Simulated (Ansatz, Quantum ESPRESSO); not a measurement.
# Predicting the next point of a tunnelling series: vacuum gaps between two Al(111) faces

**Set-up.** Quantum ESPRESSO 7.5 (pw.x, pwcond.x), PBE, GBRV ultrasoft; geometry as built. T is the transmission per spin at the Fermi level, averaged over the mesh across the current, in a cell of 7.07 Å². The series steps the width of the vacuum gap.

```tsv
width (Å)	T
5	0.0752
6	0.0161
7	0.00212
8	0.000299
```

To predict: What is T at 9 Å?

By hand: In the tunnelling regime ln T falls linearly. The last two rows give a slope of ln(0.00212/0.000299)/(8 − 7) = 1.959 per Å, so T(9) ≈ 0.000299 × exp(−1.959 × 1) = 4.22e−5.

What the calculation gave: T = 4.32e−5; the estimate is 0.98 times that. The slope over the last interval is 1.934: the same within 8 %. Points of the mesh with over 2.5 times the mean carry 67 % of this T, so the value leans on the mesh. A second code, Ansatz 0.2.0, gives 3.48e−5.

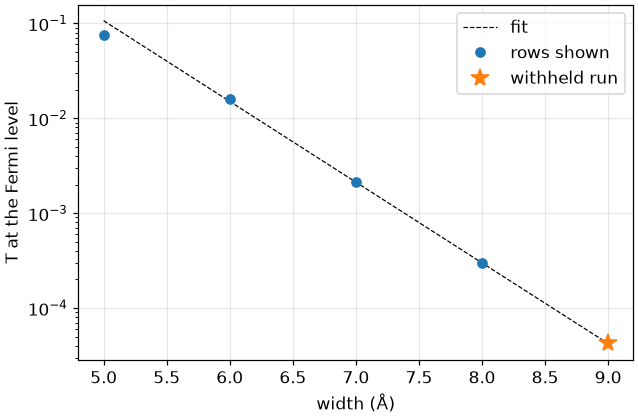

The rows shown, the fit and the withheld run.

**Limits.** Short leads, unrelaxed atoms, a barrier without the image potential and an untested mesh.

[Logs are printed without paths, hosts, clocks, repeated set-up lines and the standing remarks that a program may print on its own settings, such as how far it seeks lower states.]
